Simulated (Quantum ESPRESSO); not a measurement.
# Voltage at the next charge: W2CS2 MXene, 1 layer against an electrode

How the rows were computed: Quantum ESPRESSO 7.5, PBE, GBRV ultrasoft; ESM with bc3, a metal electrode 7.29 Å above the top atoms; cell area 9.268 Å²; ions fixed. V is the potential energy of an electron at the electrode over the slab's Fermi level, divided by e, so that it equals the work function at zero charge; positive charge removes electrons.

```tsv
charge (e a cell)	V (V)
0	5.100
0.0127	6.676
0.0254	8.258
```

One more run was made and is withheld. What is V at a charge of 0.0508 e, and what capacitance do the rows imply?

**Fit.** The last two rows give dV/dq = (8.258 − 6.676)/(0.0254 − 0.0127) = 124.6 V/e, so C = 1602/(9.268 × 124.6) = 1.39 µF/cm², an effective gap of 8.854/1.39 = 6.38 Å. At constant C, V = 8.258 + 124.6 × 0.0254 = 11.42 V.

What the calculation gave: V = 11.438 V; the estimate misses by −0.02 V, 0.5 % of the step. Over the three intervals C goes 1.39, 1.39 and 1.38 µF/cm².

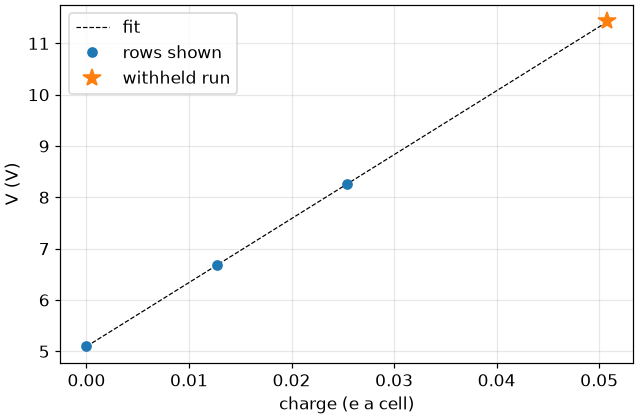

The rows shown, the fit and the withheld run.

**Limits.** Vacuum fills the gap; a dielectric or electrolyte would change C. The slab is thin.

[Logs are printed without paths, hosts, clocks, repeated set-up lines and the standing remarks that a program may print on its own settings, such as how far it seeks lower states.]
